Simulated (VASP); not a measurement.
Band structure of ZrW₂ (space group Fd-3m). All values below come from PBEsol GGA, VASP's PBE PAW potentials (set 64) (plane waves; VASP).

Unless said otherwise, spin-orbit coupling is left out, though it shifts the bands of the heavy elements here.

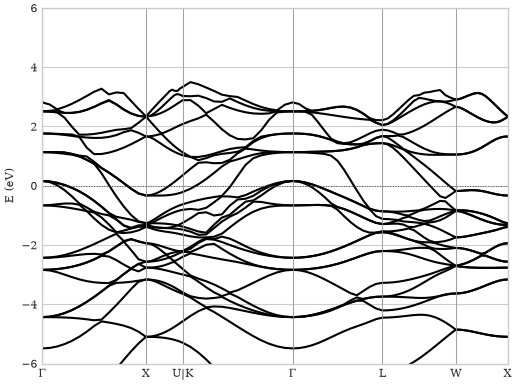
Figure: Bands along high-symmetry lines, zero at the valence-band maximum or, without a gap, the Fermi level

Q: Read the plot: is there a gap, and where are the band edges?

A: It has no gap at this level: it comes out as a metal or semimetal. (Edges off the drawn lines would not show.)

The structure comes from a computed database's ZrW2 entry (Fd-3m); how it stands against other phases isn't given here. It was relaxed first.
